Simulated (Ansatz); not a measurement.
# SiPbS3 in P4bm, a phase reached by a soft mode: a soft mode frozen in, part 3 of 3

Aim: this structure of SiPbS3 in P4bm, a phase reached by a soft mode is to be tested for unstable modes, and one is followed downhill.

Ansatz 0.2.0; DFT PBEsol, scalar-relativistic, plane waves, PAW; PAW set soft_1.

So far. Step 5 (Energy along the mode, all amplitudes (two of the runs …): The lowest of the steps tried is at 0.14 Å, 0.303 meV/atom below the parent; the bottom of the well need not coincide with a step. Step 7 (The new phase in its own primitive cell): The largest force component left is 0.57 meV/Å and the pressure is 0.001 GPa, within the tolerances set. The cell now holds 20.80 Å³/atom.

The structure was built from a prototype and need not be the compound's stable phase.

In doubt: the program warns that the response may not be converged on this k-mesh (step 8), which bears on the force constants and all frequencies.

**8. Modes of the new phase**

A relaxed structure may still be a saddle point, so its zone-centre modes are computed. The response to a homogeneous field gives the Born charges and the dielectric tensor.

input.yaml

```yaml
crystal:
  lattice:
    - [5.6849229091, 0.0, 0.0]
    - [0.0, 6.0515415092, 0.0]
    - [-0.0798017838, 0.0, 6.0454169585]
  atoms:
    - { symbol: Pb, position: [0.9402663133, 0.2582963624, 0.9786991884] }
    - { symbol: Pb, position: [0.9402663133, 0.7417036376, 0.4786991884] }
    - { symbol: Si, position: [0.4249800079, 0.7477192681, 0.0102723471] }
    - { symbol: Si, position: [0.4249800079, 0.2522807319, 0.5102723471] }
    - { symbol: S, position: [0.5133372818, 0.9360950684, 0.3314881564] }
    - { symbol: S, position: [0.564869757, 0.5452729421, 0.7240890467] }
    - { symbol: S, position: [0.5133372818, 0.0639049316, 0.8314881564] }
    - { symbol: S, position: [0.564869757, 0.4547270579, 0.2240890467] }
    - { symbol: S, position: [0.0523346709, 0.737161142, 0.9956988366] }
    - { symbol: S, position: [0.0523346709, 0.262838858, 0.4956988366] }
kpoints:
  mp_grid: { grid: [4, 4, 4] }
hamiltonian:
  xc: pbesol
  pseudopotentials: { kind: paw, azcp: { folder: soft_1 }, xc_functional: pbe }
scf:
  occupations: { method: fixed }
output:
  eigenvalues: true
phonons:
  method: dfpt
  dielectric: true
  rigid_motions: translations
```

Launch:

```console
$ ansatz run input.yaml --threads 8 --pin off --max-ram 16384MiB --backend cpu --events-out ev --progress --plain --runs-dir out
```

Numbers of over 12 decimals in the logs are rounded to 6 here.

Output:

```text
[...]
Crystal: 10 atoms, lattice volume = 207.978 Å³
Basis set: ecut = 420 eV, 4083 PW (Γ), exchange–correlation on 80×90×96 points (8 copies of the dense FFT grid, shifted against one another)
Bands: 46, of which v1, the nominal top of the filled ones, is band 36 counted from 1 (35 counted from 0)
Symmetry: 2 space group operations
k-points: 36 of 64 (irreducible under 1 space group operation, time reversal used)
[...]
SCF iter   1: F=—  HF=-30072.505224 eV  |F-HF|=—  |Δ(HF+E_count)|=         —  Δρ=3.48e-2  dr2=3.66e0  ethr=3.10e-3  ⟨swp⟩=5.5  Hψ=7166  notcnv=0  defer=221
[...]
SCF iter  11: F=-30071.415474 eV  HF=-30071.415474 eV  |F-HF|=3.64e-12  |Δ(HF+E_count)|=  5.46e-11  Δρ=1.19e-7  dr2=4.02e-11  ethr=1.00e-12  ⟨swp⟩=19.1  Hψ=13965  notcnv=0
SCF 1 converged in 11 iterations: F = -30071.415474 eV  dr2 = 4.02e-11
[...]
NSCF: frozen V_eff on 2 k-points
[...]
Bands: 37, of which v1, the nominal top of the filled ones, is band 36 counted from 1 (35 counted from 0)
k-points: 128 of 512 (time reversal used)
[...]
Eigensolver: Dense (128 Hₖ)
SCF iter   1: F=—  HF=-30071.292626 eV  |F-HF|=—  |Δ(HF+E_count)|=         —  Δρ=3.82e-4  dr2=1.27e-4  ethr=1.00e-1
[...]
SCF iter   4: F=-30071.292656 eV  HF=-30071.292656 eV  |F-HF|=1.57e-8  |Δ(HF+E_count)|=   1.47e-7  Δρ=5.54e-6  dr2=8.07e-8  ethr=1.25e-9
SCF 1 converged in 4 iterations: F = -30071.292656 eV  dr2 = 8.07e-8
[...]
SCF converged after 11 iterations
Free energy (F): -30071.415474 eV
[...]
Internal energy: -30071.415474 eV  (E = F + TS)
E sigma→0 (E₀):  -30071.415474 eV
Fermi energy:    7.705386 eV
[...]
--- Band table (eV; the first three rows and the last of 36) ---
  k-point 0: bands = [... 32 lower, 5.9427, 6.6827, 7.3038, 7.5068, 8.8848, 9.9586, 10.7678, 10.8582, ... 6 higher]
  k-point 1: bands = [... 32 lower, 5.9217, 6.5844, 6.9264, 7.3854, 9.0410, 10.0762, 10.5410, 10.7734, ... 6 higher]
  k-point 2: bands = [... 32 lower, 6.5991, 6.5991, 7.3430, 7.3430, 9.3526, 9.3526, 10.3085, 10.3085, ... 6 higher]
  k-point 35: bands = [... 32 lower, 6.3080, 6.3080, 6.8005, 6.8005, 9.8769, 9.8769, 10.3591, 10.3591, ... 6 higher]
[...]
ASR residual: 5.984e-5 → 0.000e0 eV/Å²; symmetrization residual: 1.061e-5 eV/Å²
[...]
ε∞ (high-frequency dielectric tensor):
        8.832035    -0.000000    -0.305275
       -0.000000    14.500687     0.000000
       -0.305275     0.000000    15.316896
  ε⁰ (static dielectric tensor: ions relaxed, cell fixed):
       21.025710     0.000000    -2.877590
        0.000000    57.359668     0.000000
       -2.877590     0.000000    59.948840
  ε⁰ − ε∞ (ionic part):
       12.193675     0.000000    -2.572315
        0.000000    42.858981     0.000000
       -2.572315     0.000000    44.631944
[...]
Born effective charges Z* (e; rows j = field, columns β = displacement):
    site 0:
         3.71847    0.06214   -0.10428
        -0.02071    4.14091    0.76181
        -0.28491    0.80120    4.21572
    site 1:
         3.71847   -0.06214   -0.10428
         0.02071    4.14091   -0.76181
        -0.28491   -0.80120    4.21572
    site 2:
         3.30324   -0.28086    0.00596
        -0.21820    4.21847    0.58320
        -0.22949   -0.79359    4.11285
    site 3:
         3.30324    0.28086    0.00596
         0.21820    4.21847   -0.58320
        -0.22949    0.79359    4.11285
    site 4:
        -2.19919    0.21428   -0.16941
         0.21719   -2.58309    0.18518
        -0.31814   -0.01556   -2.43257
    site 5:
        -2.13483   -0.14076    0.19732
        -0.59291   -2.81000   -0.34214
         0.71238   -0.08919   -2.86073
    site 6:
        -2.19919   -0.21428   -0.16941
        -0.21719   -2.58309   -0.18518
        -0.31814    0.01556   -2.43257
    site 7:
        -2.13483    0.14076    0.19732
         0.59291   -2.81000    0.34214
         0.71238    0.08919   -2.86073
    site 8:
        -2.68769   -0.30176    0.07041
        -0.31541   -2.96630    0.06876
         0.12016   -0.05612   -3.03527
    site 9:
        -2.68769    0.30176    0.07041
         0.31541   -2.96630   -0.06876
         0.12016    0.05612   -3.03527
  Z* charge neutrality: 5.773e-2 e pre-enforcement
[...]
optical modes at Γ without the LO–TO term, one row a degenerate level:
      ω (cm⁻¹)  modes    IR ((D/Å)²/amu)
         40.53      1             3.1728
[...]
optical modes at Γ + LO–TO along q̂ = [1.0000, 0.0000, 0.0000]:
      ω (cm⁻¹)  modes    IR ((D/Å)²/amu)
[...]
optical modes at Γ + LO–TO along q̂ = [0.0000, 1.0000, 0.0000]:
      ω (cm⁻¹)  modes    IR ((D/Å)²/amu)
[...]
optical modes at Γ + LO–TO along q̂ = [0.0000, 0.0000, 1.0000]:
      ω (cm⁻¹)  modes    IR ((D/Å)²/amu)
[...]
207.79      1             9.3835
        254.63      1            12.4018
        275.41      1            17.2531
        289.12      1             0.4850
        299.99      1             6.5138
        342.03      1            10.1037
        367.49      1            11.2288
        370.67      1             6.7670
        371.18      1             0.5905
        385.45      1            31.2118
        492.55      1             0.0125
        508.76      1            29.3745
```

Run time: 2.3 min. Hardware: 8 threads of Arm Neoverse V2, shared host; peak memory 2.2 GiB.

This step gave:

- sum-rule residual before enforcement: 5.98e-5 eV/Å²
- miss of the charge sum rule: 0.05773 e
- estimated error of the dielectric tensor: 0.1056
- estimated error of the Born charges: 0.05494 e
- point group: m
- highest optical mode at the zone centre (no LO-TO term): 508.7 cm⁻¹
- lowest optical zone-centre mode: 40.53 cm⁻¹
- mean high-frequency dielectric constant: 12.88
- largest Born charge (third of the trace): 4.025 e
- mean static dielectric constant: 46.11
- top of the zone-centre spectrum with the field: 543.7 cm⁻¹

Patterns of degenerate modes are one choice out of their space. The modes at Γ (shares of kinetic energy by element, %):

```csv
mode,frequency (cm⁻¹),symmetry,Pb %,Si %,S %
1,0.0,acoustic,62,8,29
2,0.0,acoustic,63,8,29
3,0.0,acoustic,63,8,29
4,40.5,A'',55,3,41
5,43.7,A',45,10,45
6,45.5,A'',87,3,10
7,49.0,A',78,3,20
8,51.2,A'',73,5,22
9,84.6,A',13,12,75
10,90.2,A'',13,12,75
11,97.3,A',29,8,63
12,138.9,A'',3,3,94
13,144.4,A',4,8,87
14,152.9,A'',3,5,92
15,175.0,A',1,26,74
16,177.3,A'',1,28,72
17,185.8,A',5,11,84
18,198.4,A'',0,41,59
19,205.7,A',0,2,98
20,254.4,A',1,22,77
21,254.6,A'',1,23,77
22,289.1,A'',1,3,96
23,299.7,A',0,11,88
24,342.0,A'',0,41,59
25,355.2,A',0,61,38
26,367.5,A'',0,20,80
27,371.2,A'',0,48,52
28,375.0,A',0,46,54
29,492.6,A'',0,56,44
30,508.7,A',0,62,38
```

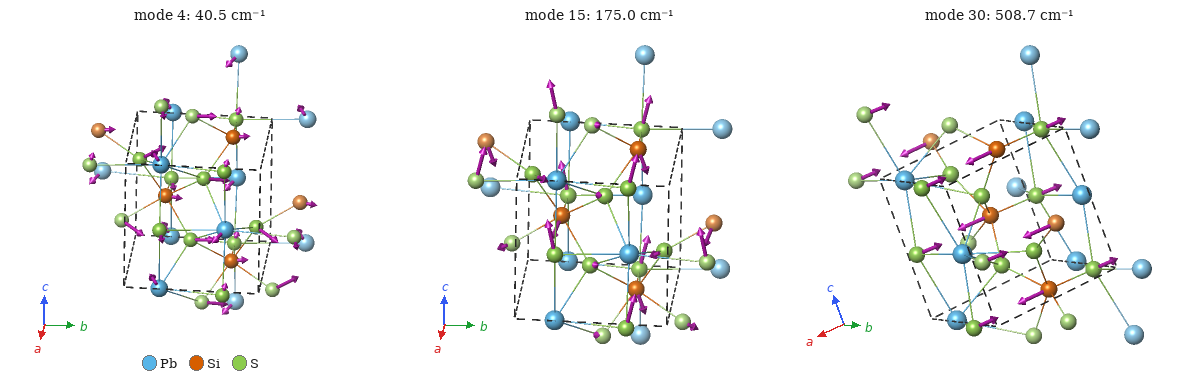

Displacement patterns of modes 4, 15 and 30 at Γ; arrows are exaggerated. Some periodic images of atoms are drawn too.

Optical modes at the zone centre, without and with the macroscopic field of the longitudinal modes; each column is sorted by frequency, so a row need not hold one and the same mode. Modes with and without the field, by row:

```csv
rank among optical modes,no field (cm⁻¹),"q along (1, 0, 0) (cm⁻¹)","q along (0, 1, 0) (cm⁻¹)","q along (0, 0, 1) (cm⁻¹)"
1,40.5,40.5,43.7,40.5
2,43.7,43.7,44.3,45.5
3,45.5,45.5,47.2,47.4
4,49,49.1,49,51.2
5,51.2,51.2,64.4,64.2
6,84.6,85.4,84.6,85
7,90.2,90.2,91,90.2
8,97.3,129.7,97.3,97.5
9,138.9,138.9,138.9,138.9
10,144.4,148.9,144.4,144.9
11,152.9,152.9,153.3,152.9
12,175,175.1,175,177.3
13,177.3,177.3,185.8,185.8
14,185.8,185.9,190.8,198.4
15,198.4,198.4,205.7,205.4
16,205.7,205.8,216.2,207.8
17,254.4,254.5,254.4,254.6
18,254.6,254.6,274.6,275.4
19,289.1,289.1,290.3,289.1
20,299.7,310.7,299.7,300
21,342,342,350.2,342
22,355.2,355.4,355.2,367.5
23,367.5,367.5,371,370.7
24,371.2,371.2,375,371.2
25,375,375.1,389.9,385.4
26,492.6,492.6,492.6,492.6
27,508.7,543.7,508.7,508.8
```

Born charge (rows field, columns displacement) (e), principal values of the symmetric part by kind of site:

```csv
atom,atoms with these values,low,middle,high,mean
Pb1,2,3.34,3.77,4.97,4.03
Si3,2,3.22,4.10,4.31,3.88
S5,2,-2.78,-2.42,-2.01,-2.40
S6,2,-3.09,-2.97,-1.75,-2.60
S9,2,-3.19,-3.02,-2.48,-2.90
```

In full for Si3:

```
 3.30 -0.28  0.01
-0.22  4.22  0.58
-0.23 -0.79  4.11
```

High-frequency dielectric tensor:

```
 8.83  0.00 -0.31
 0.00 14.50  0.00
-0.31  0.00 15.32
```

Static dielectric tensor (ions relaxed, fixed cell):

```
21.03  0.00 -2.88
 0.00 57.36  0.00
-2.88  0.00 59.95
```

Transverse modes. Infrared lines, with heights relative to the strongest:

```csv
position (cm⁻¹),relative intensity
40,11
44,15
46,1.4
49,5.5
51,7.2
85,2.9
90,0.9
97,29
139,0.1
144,4.0
153,1.7
175,91
177,70
186,0.4
198,23
206,0.1
254,46
255,42
289,1.7
300,22
342,34
355,62
368,38
371,2.0
375,6.9
493,0.0
509,100
```

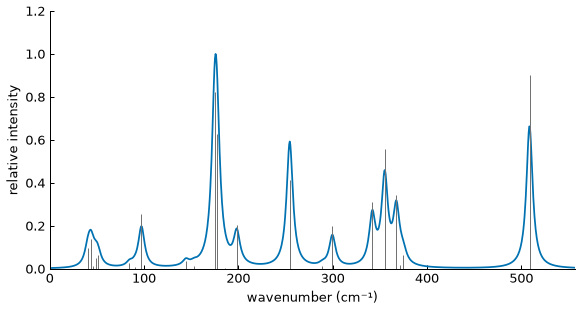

The infrared spectrum, broadened with Lorentzians of width 8 cm⁻¹; bars mark the lines.

Before it was imposed, the acoustic sum rule was missed by 6.0e-5 eV/Å² and the charge sum rule by 0.058 e. The charge miss is large and points to the mesh or the basis. The lowest optical mode is real, 40.5 cm⁻¹.

The log warns of the k mesh: “the force constants stand on the 4×4×4 k-mesh, whose period is 9.37 times the interband length at k = (0.2500, 0.0000, 0.0000), direct gap 1.345 eV, under 14: take them and everything formed from them as unconverged”.

**9. The phases reached**

The phases reached along the modes that were followed are set side by side.

Energies are those of the first relaxation, on the mesh of the frozen mode; space group, volume and gap are those of the last relaxation. Phases, by row:

```csv
mode frozen in,space group,energy from parent (meV/atom),volume (Å³/atom),gap on mesh (eV),lowest zone-centre optical mode (cm⁻¹),largest shift (Å)
parent,P4bm,0,20.57,1.239,–,–
"q = (0, 0, 0), 25i cm⁻¹",Cm,-0.53,20.68,1.213,-27.3,0.195
"q = (0, 0, 0), 25i cm⁻¹",Pc,-1.1,20.8,1.179,40.5,0.204
```

**10. Outcome**

| Item | Value |
| --- | --- |
| unstable mode of the parent | q = (0, 0, 0), 25i cm⁻¹ |
| depth at the lowest point sampled | 0.303 meV/atom |
| largest atomic shift at that point | 0.14 Å |
| space group reached (within 0.01 Å) | Pc |
| energy gained over the parent (first relaxation, on the mesh of the frozen mode) | 1.10 meV/atom |
| volume per atom, phase reached | 20.8 Å³ |
| gap on the k-mesh, phase reached | 1.18 eV |
| lowest optical zone-centre mode, phase reached | 40.5 cm⁻¹ |
| highest optical mode at the zone centre (no LO-TO term), phase reached | 509 cm⁻¹ |

Along this mode the structure falls into Pc, 1.10 meV/atom below the parent. At the parent's cell the well is 0.303 meV/atom deep on the steps tried, with its lowest point at a shift of 0.14 Å. Relaxing atoms and cell changes the gain by +0.79 meV/atom against the lowest step (energies at zero smearing). Most of the total comes from this relaxation. The new phase has no imaginary mode at the zone centre of its cell; other wavevectors were not checked. How so shallow a well moves with the k mesh was not tested. Of the 2 patterns followed to their end from this parent, this one reaches the lowest energy. Another end point lies within 1 meV/atom; how such a difference moves with mesh and cutoff was not tested. Each path keeps the symmetry of its pattern, so a lower phase may lie along a pattern not tried. With the field response the log warns that the k mesh is coarse for the force constants too, so the frequencies may not be converged. Spin-orbit coupling is left out, which can matter for the heavy elements here. The PAW files were made for PBE and serve the other functionals too. The starting cell was built on a prototype and not taken from a measurement, so the phase need not exist.

[Logs are printed without paths, hosts, clocks, repeated set-up lines and the standing remarks that a program may print on its own settings, such as how far it seeks lower states.]

[Hosts, paths, dates, database ids (printed as entryN), source tags and the programs' standing remarks are cut or masked in the printed files.]
